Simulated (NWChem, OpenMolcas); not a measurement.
How basis sets differ on SiH4O3 (SMILES O[SiH](O)O)

SiH4O3: 8 atoms, total charge 0, spin state singlet. As SMILES, `O[SiH](O)O`. Geometry: relaxed at PBE0-D4/def2-TZVP. This is one conformer, not always the lowest.

```xyz
8

O     0.0579    1.6188   -0.2250
Si   -0.1716    0.0826    0.2692
O     1.1693   -0.8611    0.1965
O    -1.2508   -0.6397   -0.7213
H     0.1768    1.7698   -1.1645
H    -0.6428    0.2094    1.6620
H     1.8949   -0.6550    0.7868
H    -1.1417   -1.5817   -0.8597
```

Quantity: the HOMO–LUMO gap, in eV. The values are calculated.

```tsv
level	kind	program	value (eV)	CPU time
HF/ANO-R0 (sfX2C)	Hartree–Fock	OpenMolcas	16.70	5.1 s
HF/ANO-RCC-MB (DKH2)	Hartree–Fock	OpenMolcas	21.03	4.2 s
HF/STO-3G	Hartree–Fock	OpenMolcas	22.15	2.4 s
HF/3-21G	Hartree–Fock	NWChem	18.63	2.3 s
HF/6-311+G**	Hartree–Fock	OpenMolcas	14.72	33 s
```

The values span 14.72 to 22.15 eV. A Hartree–Fock LUMO above zero doesn't converge with the basis: it sinks as sets grow more diffuse. Orbital gaps aren't excitation energies. CPU times are rough (shared hosts, several kinds of processor and program).

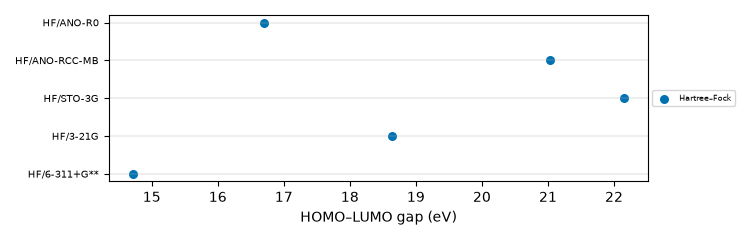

The values of the table, level by level.
